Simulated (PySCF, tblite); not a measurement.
# C7H12Si: geometry, infrared bands, NMR shifts, electronic excitations and core binding energies, part 2 of 2

tblite 0.8.0 and PySCF 2.14.0. Atoms count from 0.

## 6. Excited states and response: B3LYP/def2-SVPD

The job: settings as JSON, then the geometry in Å.

```
{"job": {"kind": "uv", "xc": "B3LYP", "basis": "def2-SVPD", "ip": true}, "charge": 0, "multiplicity": 1}
C      2.789297    -0.260665    -0.650938
C      2.215739     0.646909     0.145061
C      0.876451     1.267228    -0.066627
Si    -0.437106     0.480116     1.052558
C     -0.778688    -1.312214     0.536255
C     -2.085710    -1.178339    -0.201356
C     -2.754695    -0.015970    -0.145942
C     -2.179591     1.126142     0.652755
H      2.311005    -0.589950    -1.579543
H      3.759773    -0.700217    -0.406838
H      2.741342     0.940843     1.063122
H      0.900103     2.350862     0.141314
H      0.535290     1.135403    -1.107430
H     -0.028201     0.646019     2.483033
H     -0.872154    -1.995017     1.399454
H      0.022903    -1.730523    -0.096555
H     -2.485944    -2.028200    -0.766198
H     -3.712778     0.105995    -0.664236
H     -2.177092     2.070032     0.081131
H     -2.777404     1.321232     1.561161
```

Level: TDDFT B3LYP/def2-SVPD, vertical, gas phase, core orbitals frozen in the response.

The program printed:

```text
coarse grid: 16672 points
cycle   1  E = -563.0057731408  dE =  6.665e-01  |g| = 5.477e-01  |ddm| = 8.138e+00
cycle   2  E = -562.9644051916  dE =  4.137e-02  |g| = 6.690e-01  |ddm| = 2.300e+00
cycle   3  E = -563.0894765798  dE = -1.251e-01  |g| = 5.261e-02  |ddm| = 1.389e+00
cycle   4  E = -563.0901020830  dE = -6.255e-04  |g| = 2.563e-02  |ddm| = 2.607e-01
cycle   5  E = -563.0902606258  dE = -1.585e-04  |g| = 1.050e-02  |ddm| = 7.283e-02
cycle   6  E = -563.0902875020  dE = -2.688e-05  |g| = 3.367e-03  |ddm| = 2.174e-02
cycle   7  E = -563.0902905138  dE = -3.012e-06  |g| = 5.371e-04  |ddm| = 6.561e-03
final grid: 154848 points
cycle   8  E = -563.1838438165  dE = -5.460e-05  |g| = 5.325e-03  |ddm| = 1.845e-01
cycle   9  E = -563.1838387157  dE =  5.101e-06  |g| = 6.893e-03  |ddm| = 2.753e-02
cycle  10  E = -563.1838518814  dE = -1.317e-05  |g| = 6.045e-04  |ddm| = 1.448e-02
cycle  11  E = -563.1838519555  dE = -7.413e-08  |g| = 3.109e-04  |ddm| = 1.502e-03
cycle  12  E = -563.1838519799  dE = -2.439e-08  |g| = 7.600e-05  |ddm| = 7.041e-04
cycle  13  E = -563.1838519814  dE = -1.532e-09  |g| = 2.090e-05  |ddm| = 2.182e-04
cycle  14  E = -563.1838519816  dE = -1.190e-10  |g| = 4.891e-06  |ddm| = 4.761e-05
converged SCF energy = -563.1838519816

Static polarisability (au): isotropic 108.359, principal 88.869 107.297 128.911

Singlet excitations
state   eV       nm        f      main configurations
  1   6.0680    204.3   0.02508   H->L 0.70, H-1->L 0.27
  2   6.3101    196.5   0.00612   H->L+1 0.61, H-1->L+1 0.21, H->L+2 0.12
  3   6.3368    195.7   0.01617   H->L+2 0.61, H-1->L+2 0.16, H->L+1 0.09
  4   6.5011    190.7   0.15789   H-1->L 0.48, H->L 0.15, H->L+3 0.10
  5   6.5370    189.7   0.03735   H-1->L+2 0.48, H->L+2 0.16, H-1->L 0.13
  6   6.7550    183.5   0.01888   H->L+3 0.63, H->L+4 0.14, H-1->L+2 0.11
  7   6.8122    182.0   0.03157   H->L+4 0.58, H-1->L+3 0.11, H-1->L+2 0.08
  8   6.8954    179.8   0.09558   H-1->L+1 0.34, H-1->L+3 0.17, H-1->L+4 0.14
  9   6.9373    178.7   0.05698   H-1->L+3 0.45, H-2->L+1 0.13, H-1->L+1 0.12
 10   6.9777    177.7   0.01448   H-2->L+1 0.77

Triplet excitations (Tamm-Dancoff, eV): 4.2389 4.3158 6.0503 6.2373
Vertical ionisation energy (delta-SCF) = 8.5285 eV
```

Run time: 2.8 min. Hardware: 1 thread of Arm Neoverse V1, shared host; peak memory 1.1 GiB.

Frontier orbitals and where they lie:

| orbital | eV | atoms |
| --- | --- | --- |
| HOMO−3 | -8.57 | Si3 26 %, H13 22 %, C7 13 % |
| HOMO−2 | -7.98 | C4 27 %, C7 21 %, Si3 21 % |
| HOMO−1 | -6.89 | C0 18 %, C6 18 %, C5 18 % |
| HOMO | -6.74 | C0 16 %, C5 15 %, C6 15 % |
| LUMO | -0.07 | C0 31 %, C1 31 %, C2 7 % |
| LUMO+1 | 0.21 | C5 33 %, C6 33 %, C7 7 % |
| LUMO+2 | 0.47 | Si3 15 %, C6 11 %, C5 10 % |

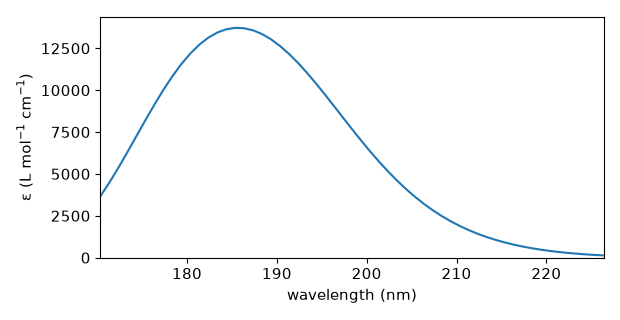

Absorption spectrum: each of the 10 states is a Gaussian band of 0.4 eV half-width at 1/e. Beyond the last state computed it falls off for lack of states.

Ground-state properties from the same run:

| property | computed |
| --- | --- |
| dipole moment (D) | 0.45 |
| polarisability (Å³) | 16.06 |
| HOMO–LUMO gap (eV) | 6.67 |
| −ε(HOMO) (eV) | 6.74 |

## 7. Shielding tensors: PBE/pcSseg-1

The job, as its differences from that of step 6:

```diff
@@ -1,2 +1,2 @@
-{"job": {"kind": "uv", "xc": "B3LYP", "basis": "def2-SVPD", "ip": true}, "charge": 0, "multiplicity": 1}
+{"job": {"kind": "nmr", "xc": "PBE", "basis": "pcSseg-1", "pop": false}, "charge": 0, "multiplicity": 1}
 C      2.789297    -0.260665    -0.650938
```

Method: GIAO PBE/pcSseg-1 NMR shielding, non-relativistic, gas phase.

The program printed:

```text
coarse grid: 16672 points
cycle   1  E = -562.6490405599  dE =  5.760e-01  |g| = 7.331e-01  |ddm| = 4.076e+00
cycle   2  E = -562.4375149574  dE =  2.115e-01  |g| = 1.136e+00  |ddm| = 1.792e+00
cycle   3  E = -562.7958675876  dE = -3.584e-01  |g| = 9.180e-02  |ddm| = 1.245e+00
cycle   4  E = -562.7979173804  dE = -2.050e-03  |g| = 4.036e-02  |ddm| = 1.686e-01
cycle   5  E = -562.7982370461  dE = -3.197e-04  |g| = 2.263e-02  |ddm| = 5.639e-02
cycle   6  E = -562.7983565765  dE = -1.195e-04  |g| = 8.492e-03  |ddm| = 2.477e-02
cycle   7  E = -562.7983761872  dE = -1.961e-05  |g| = 1.360e-03  |ddm| = 8.933e-03
cycle   8  E = -562.7983767013  dE = -5.141e-07  |g| = 3.154e-04  |ddm| = 2.034e-03
final grid: 154848 points
cycle   9  E = -562.8644798602  dE = -3.402e-05  |g| = 1.400e-02  |ddm| = 4.690e-02
cycle  10  E = -562.8644009234  dE =  7.894e-05  |g| = 2.203e-02  |ddm| = 3.313e-02
cycle  11  E = -562.8645319676  dE = -1.310e-04  |g| = 1.852e-03  |ddm| = 2.145e-02
cycle  12  E = -562.8645326743  dE = -7.067e-07  |g| = 8.874e-04  |ddm| = 2.260e-03
cycle  13  E = -562.8645328828  dE = -2.085e-07  |g| = 1.893e-04  |ddm| = 9.002e-04
cycle  14  E = -562.8645328926  dE = -9.830e-09  |g| = 4.155e-05  |ddm| = 2.364e-04
cycle  15  E = -562.8645328930  dE = -4.218e-10  |g| = 1.459e-05  |ddm| = 5.682e-05
converged SCF energy = -562.8645328930

GIAO shielding tensors (ppm)
atom      isotropic    diamagn.    paramagn.     s11        s22        s33       span
  0 C       61.738     254.322    -192.585    -44.105     81.483    147.835    191.940
  1 C       38.838     256.254    -217.416    -76.488     40.204    152.798    229.286
  2 C      153.833     254.082    -100.249    133.691    149.140    178.669     44.977
  3 Si     338.655     883.255    -544.600    293.967    350.408    371.589     77.623
  4 C      163.023     254.030     -91.007    146.376    158.553    184.140     37.764
  5 C       40.955     254.832    -213.876    -64.679     52.914    134.631    199.311
  6 C       41.491     254.937    -213.446    -63.532     55.412    132.593    196.126
  7 C      161.019     256.382     -95.363    148.865    154.671    179.521     30.656
  8 H       26.080      32.413      -6.333     22.252     25.614     30.374      8.123
  9 H       26.082      28.065      -1.983     23.167     25.212     29.868      6.700
 10 H       25.234      30.113      -4.879     22.856     24.893     27.954      5.098
 11 H       29.383      30.535      -1.152     25.078     28.449     34.622      9.545
 12 H       29.684      33.921      -4.237     26.336     29.496     33.218      6.882
 13 H       26.643      30.292      -3.649     23.603     24.646     31.679      8.076
 14 H       29.597      30.282      -0.684     25.268     26.831     36.693     11.424
 15 H       29.534      33.633      -4.099     25.068     28.296     35.238     10.170
 16 H       25.117      30.128      -5.011     22.907     25.786     26.659      3.752
 17 H       25.150      29.563      -4.414     22.859     25.675     26.916      4.057
 18 H       29.766      31.652      -1.885     26.000     27.928     35.371      9.370
 19 H       29.440      29.286       0.154     25.160     26.678     36.483     11.324
```

Wall time 47 s (1 thread of Arm Neoverse V1, shared host); peak memory 0.76 GiB.

Key values: δ C1 141.2, C5 138.8, C0 118.3, C2 26.2, H16 6.06, H10 5.96 ppm (means over like atoms).

## 8. Core-electron binding energies: SCAN, X2C

The job, as its differences from that of step 7:

```diff
@@ -1,2 +1,2 @@
-{"job": {"kind": "nmr", "xc": "PBE", "basis": "pcSseg-1", "pop": false}, "charge": 0, "multiplicity": 1}
+{"job": {"kind": "xps"}, "charge": 0, "multiplicity": 1}
 C      2.789297    -0.260665    -0.650938
```

With the program's defaults for keys left out, this is: delta-SCF UKS SCAN, pcX-2 on the ionised atom, pcseg-1 elsewhere, spin-free X2C.

The program printed:

```text
ground state, core basis on atom 0 (C), 207 functions
  cycle   1  E = -563.76672703  |g| = 6.55e-01
  cycle   2  E = -563.67655373  |g| = 8.54e-01
  cycle   3  E = -563.88618375  |g| = 6.72e-02
  cycle   4  E = -563.88727120  |g| = 3.22e-02
  cycle   5  E = -563.88747416  |g| = 1.88e-02
  cycle   6  E = -563.88756344  |g| = 6.01e-03
  cycle   7  E = -563.88757139  |g| = 1.53e-03
  cycle   8  E = -563.88757166  |g| = 4.17e-04
  E(ground) = -563.93484847 Eh
hole in C 1s of atom 0
  cycle   1  E = -552.65395061  |g| = 1.50e+00
  cycle   2  E = -550.73773644  |g| = 2.08e+00
  cycle   3  E = -552.83708186  |g| = 7.99e-01
  cycle   4  E = -553.17395233  |g| = 3.62e-01
  cycle   5  E = -553.22690511  |g| = 1.59e-01
  cycle   6  E = -553.23754933  |g| = 5.28e-02
  cycle   7  E = -553.23901352  |g| = 1.88e-02
  cycle   8  E = -553.23913398  |g| = 1.34e-02
  cycle   9  E = -553.23924049  |g| = 2.90e-03
  cycle  10  E = -553.23924945  |g| = 1.39e-03
  cycle  11  E = -553.23925178  |g| = 9.43e-04
  cycle  12  E = -553.23925180  |g| = 4.08e-04
  E(ion) = -553.28573204 Eh   <S^2> = 0.7817   hole on atom = 1.000   binding energy = 289.777 eV
ground state, core basis on atom 1 (C), 207 functions
  cycle   1  E = -563.88767356  |g| = 6.18e-02
  cycle   2  E = -563.88697033  |g| = 5.85e-02
  cycle   3  E = -563.88746962  |g| = 3.93e-02
  cycle   4  E = -563.88788212  |g| = 6.41e-03
  cycle   5  E = -563.88789413  |g| = 7.89e-04
  cycle   6  E = -563.88789405  |g| = 4.21e-04
  E(ground) = -563.93536770 Eh
hole in C 1s of atom 1
  cycle   1  E = -552.63363794  |g| = 1.51e+00
  cycle   2  E = -550.29674431  |g| = 2.29e+00
  cycle   3  E = -552.85084743  |g| = 7.42e-01
  cycle   4  E = -553.13429925  |g| = 4.03e-01
  cycle   5  E = -553.19467376  |g| = 1.90e-01
  cycle   6  E = -553.20965493  |g| = 8.73e-02
  cycle   7  E = -553.21438787  |g| = 1.69e-02
  cycle   8  E = -553.21458108  |g| = 1.57e-02
  cycle   9  E = -553.21480473  |g| = 7.40e-03
  cycle  10  E = -553.21493463  |g| = 5.70e-03
  cycle  11  E = -553.21501056  |g| = 4.23e-03
  cycle  12  E = -553.21506156  |g| = 1.94e-03
  cycle  13  E = -553.21507194  |g| = 9.17e-04
  cycle  14  E = -553.21507165  |g| = 5.54e-04
  cycle  15  E = -553.21507229  |g| = 2.49e-04
  E(ion) = -553.26115574 Eh   <S^2> = 0.8455   hole on atom = 1.000   binding energy = 290.460 eV
ground state, core basis on atom 2 (C), 207 functions
  cycle   1  E = -563.88653700  |g| = 5.92e-02
  cycle   2  E = -563.88634209  |g| = 3.44e-02
  cycle   3  E = -563.88631738  |g| = 3.49e-02
  cycle   4  E = -563.88663226  |g| = 8.67e-03
  cycle   5  E = -563.88665424  |g| = 5.37e-04
  cycle   6  E = -563.88665421  |g| = 1.80e-04
  E(ground) = -563.93420710 Eh
hole in C 1s of atom 2
  cycle   1  E = -552.64607475  |g| = 1.51e+00
  cycle   2  E = -551.22856088  |g| = 2.15e+00
  cycle   3  E = -553.07616494  |g| = 5.14e-01
  cycle   4  E = -553.13119273  |g| = 4.05e-01
  cycle   5  E = -553.22026579  |g| = 1.14e-01
  cycle   6  E = -553.22605845  |g| = 4.27e-02
  cycle   7  E = -553.22700624  |g| = 1.01e-02
  cycle   8  E = -553.22703586  |g| = 8.92e-03
  cycle   9  E = -553.22707875  |g| = 3.44e-03
  cycle  10  E = -553.22708748  |g| = 1.70e-03
  cycle  11  E = -553.22709033  |g| = 7.41e-04
  cycle  12  E = -553.22709237  |g| = 5.69e-04
  cycle  13  E = -553.22709215  |g| = 4.03e-04
  E(ion) = -553.27279013 Eh   <S^2> = 0.7687   hole on atom = 1.000   binding energy = 290.112 eV
ground state, core basis on atom 3 (Si), 218 functions
  cycle   1  E = -563.98303318  |g| = 2.86e-01
  cycle   2  E = -563.98305642  |g| = 3.62e-02
  cycle   3  E = -563.98296508  |g| = 3.32e-02
  cycle   4  E = -563.98318163  |g| = 9.95e-03
  cycle   5  E = -563.98320733  |g| = 3.16e-03
  cycle   6  E = -563.98320942  |g| = 2.59e-04
  E(ground) = -563.98872042 Eh
hole in Si 1s of atom 3
  cycle   1  E = -495.07120220  |g| = 4.35e+00
  cycle   2  E = -494.89098086  |g| = 2.28e+00
  cycle   3  E = -495.48288882  |g| = 1.01e+00
  cycle   4  E = -496.04801476  |g| = 3.98e-01
  cycle   5  E = -496.10305331  |g| = 2.74e-01
  cycle   6  E = -496.14456080  |g| = 4.59e-02
  cycle   7  E = -496.14529388  |g| = 2.40e-02
  cycle   8  E = -496.14554088  |g| = 1.15e-02
  cycle   9  E = -496.14560017  |g| = 5.39e-03
  cycle  10  E = -496.14561494  |g| = 9.03e-04
  cycle  11  E = -496.14561583  |g| = 5.14e-04
  cycle  12  E = -496.14561797  |g| = 3.80e-04
  E(ion) = -496.15896317 Eh   <S^2> = 0.7525   hole on atom = 1.000   binding energy = 1845.742 eV
hole in Si 2p of atom 3
  cycle   1  E = -559.73092923  |g| = 1.25e+00
  cycle   2  E = -559.40632089  |g| = 1.27e+00
  cycle   3  E = -559.99080903  |g| = 3.52e-01
  cycle   4  E = -560.05390686  |g| = 1.65e-01
  cycle   5  E = -560.06500036  |g| = 9.24e-02
  cycle   6  E = -560.06977050  |g| = 1.52e-02
  cycle   7  E = -560.06987532  |g| = 7.15e-03
  cycle   8  E = -560.06989348  |g| = 4.29e-03
  cycle   9  E = -560.06990482  |g| = 1.21e-03
  cycle  10  E = -560.06990505  |g| = 5.72e-04
  cycle  11  E = -560.06990519  |g| = 4.35e-04
  E(ion) = -560.08639462 Eh   <S^2> = 0.7526   hole on atom = 1.002   binding energy = 106.188 eV
  2p3/2 = 105.986 eV   2p1/2 = 106.609 eV
ground state, core basis on atom 4 (C), 207 functions
  cycle   1  E = -563.88665059  |g| = 6.17e-02
  cycle   2  E = -563.88660563  |g| = 2.94e-02
  cycle   3  E = -563.88672497  |g| = 2.13e-02
  cycle   4  E = -563.88683702  |g| = 7.64e-03
  cycle   5  E = -563.88685332  |g| = 1.04e-03
  cycle   6  E = -563.88685460  |g| = 2.73e-04
  E(ground) = -563.93437217 Eh
hole in C 1s of atom 4
  cycle   1  E = -552.65432333  |g| = 1.51e+00
  cycle   2  E = -551.60563289  |g| = 2.01e+00
  cycle   3  E = -553.12121875  |g| = 4.61e-01
  cycle   4  E = -553.14585400  |g| = 3.94e-01
  cycle   5  E = -553.23166287  |g| = 8.30e-02
  cycle   6  E = -553.23464476  |g| = 2.64e-02
  cycle   7  E = -553.23501119  |g| = 8.21e-03
  cycle   8  E = -553.23504911  |g| = 5.07e-03
  cycle   9  E = -553.23506572  |g| = 2.68e-03
  cycle  10  E = -553.23507342  |g| = 1.50e-03
  cycle  11  E = -553.23507986  |g| = 1.07e-03
  cycle  12  E = -553.23508523  |g| = 8.41e-04
  cycle  13  E = -553.23508868  |g| = 6.04e-04
  cycle  14  E = -553.23509410  |g| = 3.39e-04
  E(ion) = -553.28102052 Eh   <S^2> = 0.7709   hole on atom = 1.000   binding energy = 289.892 eV
ground state, core basis on atom 5 (C), 207 functions
  cycle   1  E = -563.88843552  |g| = 5.86e-02
  cycle   2  E = -563.88823376  |g| = 3.46e-02
  cycle   3  E = -563.88814128  |g| = 3.87e-02
  cycle   4  E = -563.88851429  |g| = 8.35e-03
  cycle   5  E = -563.88853758  |g| = 3.68e-04
  cycle   6  E = -563.88853623  |g| = 1.98e-04
  E(ground) = -563.93583522 Eh
hole in C 1s of atom 5
  cycle   1  E = -552.64283518  |g| = 1.51e+00
  cycle   2  E = -550.32353438  |g| = 2.28e+00
  cycle   3  E = -552.81992328  |g| = 7.93e-01
  cycle   4  E = -553.13769356  |g| = 4.34e-01
  cycle   5  E = -553.20999367  |g| = 1.98e-01
  cycle   6  E = -553.22863077  |g| = 5.59e-02
  cycle   7  E = -553.23026254  |g| = 1.63e-02
  cycle   8  E = -553.23038376  |g| = 1.22e-02
  cycle   9  E = -553.23047852  |g| = 5.02e-03
  cycle  10  E = -553.23050880  |g| = 3.12e-03
  cycle  11  E = -553.23052585  |g| = 2.03e-03
  cycle  12  E = -553.23053508  |g| = 9.08e-04
  cycle  13  E = -553.23053772  |g| = 4.54e-04
  E(ion) = -553.27717127 Eh   <S^2> = 0.8023   hole on atom = 1.000   binding energy = 290.037 eV
```

Wall time 2 min (1 thread of Arm Neoverse V1, shared host); peak memory 0.69 GiB.

The holes in one table. −ε is the ground-state orbital energy:

| hole | stands for | environment | ΔSCF (eV; 2p as the shell's mean) | −ε (eV) | ⟨S²⟩ |
| --- | --- | --- | --- | --- | --- |
| C1s on C0 | C0 | terminal =CH2 carbon | 289.78 | 273.3 | 0.782 |
| C1s on C1 | C1 | alkene CH | 290.46 | 273.9 | 0.846 |
| C1s on C2 | C2 | allylic sp3 CH2 bonded to Si | 290.11 | 273.5 | 0.769 |
| Si1s on Si3 | Si3 | silicon bonded to 3 C, H, in a 5-membered ring | 1845.74 | 1793.0 | 0.753 |
| Si2p on Si3 | Si3 | silicon bonded to 3 C, H, in a 5-membered ring | 106.19 | 95.8 | 0.753 |
| C1s on C4 | C4, C7 | allylic sp3 CH2 bonded to Si | 289.89 | 273.3 | 0.771 |
| C1s on C5 | C5, C6 | alkene CH | 290.04 | 273.7 | 0.802 |

Each hole run stands for the others of its class of like atoms.

With the spin-orbit splitting: Si3 2p3/2 105.99, 2p1/2 106.61 eV. The table gives each 2p level as the mean over the whole 2p shell (two parts 2p3/2, one part 2p1/2), which differs a little from the single hole in the log.

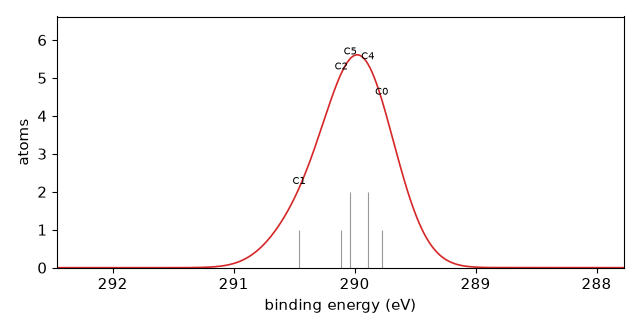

The C1s photoelectron lines, weighted by the number of atoms. Lines are broadened to a width of 0.60 eV (Gaussian).

## 9. Side by side: NMR shifts

Shifts (ppm) of some atoms, chosen among heavy atoms and hydrogens apart, means over like atoms, with basis size and wall time:

| run | C1 | C0 | C2 | C4 | H14 | H15 | Si3 | functions | time |
| --- | --- | --- | --- | --- | --- | --- | --- | --- | --- |
| PBE0/pcSseg-1 | 143.1 | 120.9 | 23.6 | 15.9 | 1.54 | 1.42 | -2.3 | 203 | 35 s |
| PBE/pcSseg-1 | 141.2 | 118.3 | 26.2 | 18.0 | 1.68 | 1.55 | -4.0 | 203 | 47 s |

## 10. Summary of results

This closing draws on all 2 parts.

| quantity | value |
| --- | --- |
| strongest single infrared mode (GFN2-xTB) | 2195 cm⁻¹, 352 km/mol |
| zero-point energy (GFN2-xTB) | 103.0 kcal/mol |
| point group | C1 |
| rotational constants (main isotopes) | 3.29, 1.07, 0.93 GHz |
| 13C shifts against TMS (PBE0/pcSseg-1, means over atoms taken as alike) | 143.1, 140.6, 120.9, 23.6, 15.9 ppm |
| 1H shifts against TMS (PBE0/pcSseg-1, means over atoms taken as alike) | 6.08, 5.98, 5.19, 5.18, 4.45, 1.57, 1.54, 1.42 ppm |
| 29Si shifts against TMS (PBE0/pcSseg-1) | -2.3 ppm |
| lowest singlet (B3LYP/def2-SVPD) | 6.07 eV (204 nm), f = 0.025 |
| brightest single state of those computed | state 4, 6.50 eV, f = 0.158 |
| lowest triplet | 4.24 eV |
| vertical ionisation energy (ΔSCF) | 8.53 eV |
| C1s binding energies, SCAN/pcX-2 | C1 290.46, C2 290.11, C5 290.04, C4 289.89, C0 289.78 eV |
| Si1s binding energies, SCAN/pcX-2 | Si3 1845.74 eV |
| Si2p binding energies, SCAN/pcX-2 | Si3 106.19 eV |
| range of the shift of C2 | 23.6 to 26.2 ppm |

Over 73 steps the energy fell by 0.140 eV; of the close pairs, C2–Si3 changed most, 1.869 to 1.912 Å (GFN2-xTB). All 54 modes are real, so the xTB geometry is a minimum. The strongest single mode, at 2195 cm⁻¹, moves mainly H13. GFN2-xTB is a fitted tight-binding method: band positions and strengths are rough. Its intensities can rank the bands wrongly. The optimisation took 13 steps and gained 0.236 eV; among the close pairs (by a distance rule), C0–H9 changed most, from 1.048 to 1.093 Å (PBE0/def2-SVP). No frequency check was run at this level, so the end point may be a saddle. At PBE0/pcSseg-1: Shielding is most anisotropic at C1 (span 240 ppm, paramagnetic term -216 ppm). The lowest singlet, at 6.07 eV, is HOMO→LUMO 0.70, HOMO−1→LUMO 0.27 and is weak; of the 10 states computed, the strongest absorption comes from state 4 at 6.50 eV. The lowest triplet lies 1.83 eV below the lowest singlet (triplets in Tamm-Dancoff, singlets in full TDDFT). ΔSCF puts the ionisation energy at 8.53 eV, 1.79 eV above −ε(HOMO). C1 (alkene CH) binds its C1s electron 0.68 eV more tightly than C0 (terminal =CH2 carbon). Across the 2 runs the shift of C2 moves most, between 23.6 (PBE0/pcSseg-1) and 26.2 ppm (PBE/pcSseg-1).
